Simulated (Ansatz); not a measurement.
Take CsPbF3 in the cubic perovskite structure (space group Pm-3m, No. 221; a = 4.8142 Å) as the base.

Now apply this change: cell and atoms relaxed at a pressure of 0.3 GPa.

Calculations: Ansatz (a quantum-chemistry and plane-wave program) PBEsol, spin-orbit coupling left out.

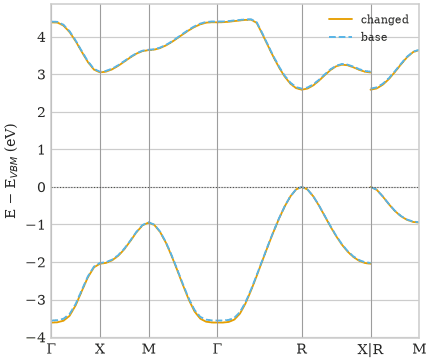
Figure. Highest valence and lowest conduction band along the path, each from its own valence-band maximum

**Question.** Read the changed gap and its character from the plot.

**Answer.** About 2.6 eV, direct at R.

With Pb present, leaving out spin-orbit coupling can change the band edges. Load acts through the strain it causes; cell and atoms are relaxed under it. Stability against distortions was not tested. Many cubic perovskites are stable only at high temperature; tilts and polar distortions were not tested.
